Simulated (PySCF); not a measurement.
Vertical excitations of a molecule C4H8S from PySCF with TDA-PBE0/def2-SVPD, as energy in eV (oscillator strength): 4.51 (0.000), 5.96 (0.043), 6.13 (0.009), 6.48 (0.037), 6.76 (0.001), 6.85 (0.060), 7.41 (0.010), 7.45 (0.014), 7.67 (0.018), 7.81 (0.009). Lowest triplet (TDA): 3.99 eV. The structure is a stationary point at B3LYP-D3(BJ)/def2-SVP. One conformer was computed; it need not be the lowest.

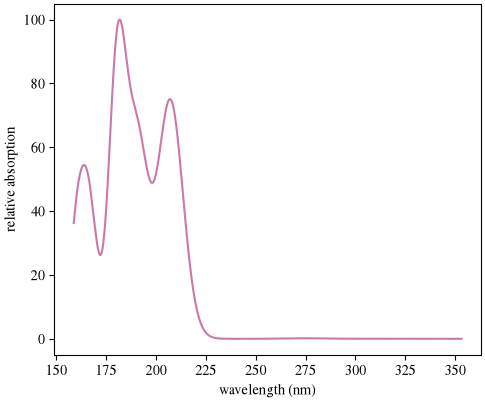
Figure: The lines broadened by 0.4 eV.

Task: Pick the molecule that these values belong to.
(A) C[C@H]1CCS1
(B) SCC1CC1
(C) C=CCCS
(D) C1CCSC1

Result: A, C[C@H]1CCS1
